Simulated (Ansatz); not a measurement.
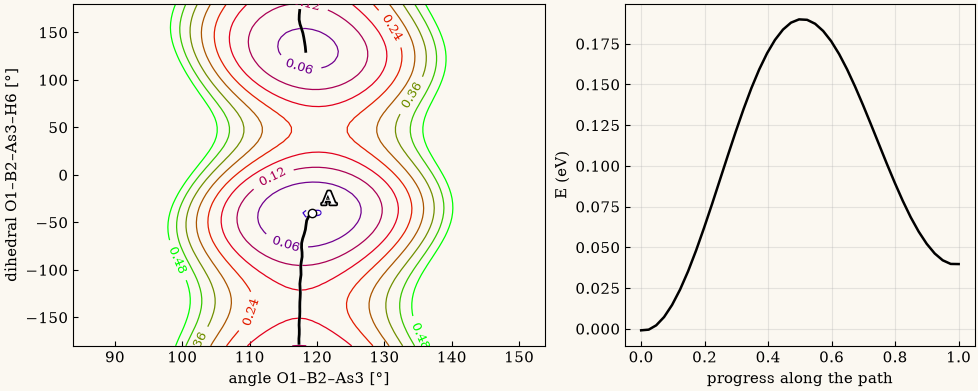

AsBH₄O, SMILES OB[AsH2]. Coordinates scanned: (1) angle O1–B2–As3; (2) dihedral O1–B2–As3–H6. Nothing is relaxed (all other coordinates rigid). The grid has 15 × 15 points. Points are written as (first, second). Energies: eV, counted from the lowest grid point. Theory: RKS SPW92 (LDA)/def2-TZVP (Ansatz 0.2.0).

Drawn: contour lines labelled in eV (none above 0.48), a line along the lowest path, the energy along the path at the right, the start A. Between grid points the surface is interpolated.

Question: Describe the path and its barrier.

Answer: The easiest path leads from the well at (118.8°, −36°) to the well at (118.8°, 132°), about 0.041 eV higher. Its highest point lies about 0.19 eV above the bottom of the first well on the interpolated surface, at about (117°, −135°). Seen from the upper well the barrier is about 0.15 eV. The start is the relaxed structure and all else is held, so a fully relaxed path at this level can only be lower.
